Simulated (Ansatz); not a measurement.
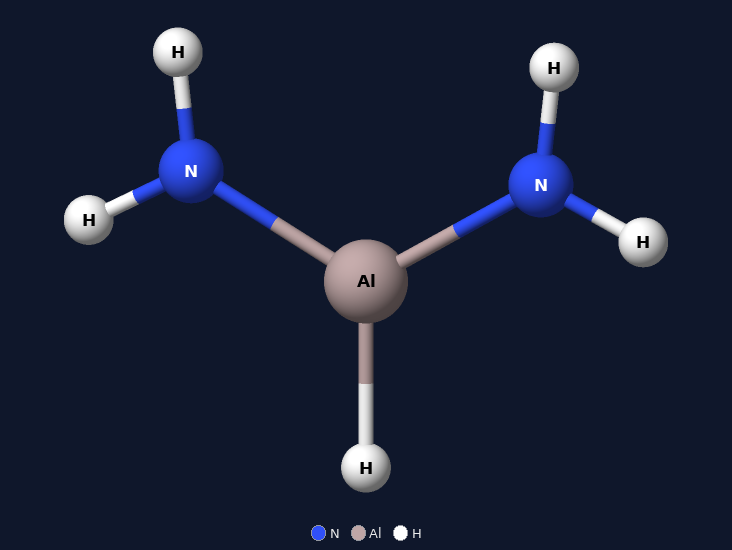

Harmonic vibrations computed with RKS PBE0-D4/def2-TZVP (Ansatz 0.2.0) at a stationary point of the same level.

Minimum or transition state?

Answer. A minimum: no imaginary frequency, and the lowest mode lies at 203 cm⁻¹.

List the wavenumbers.

Answer. 18 modes: 203, 269, 350, 352, 377, 515, 536, 677, 719, 776, 886, 1564, 1573, 1949, 3615, 3615, 3704, 3704 cm⁻¹.
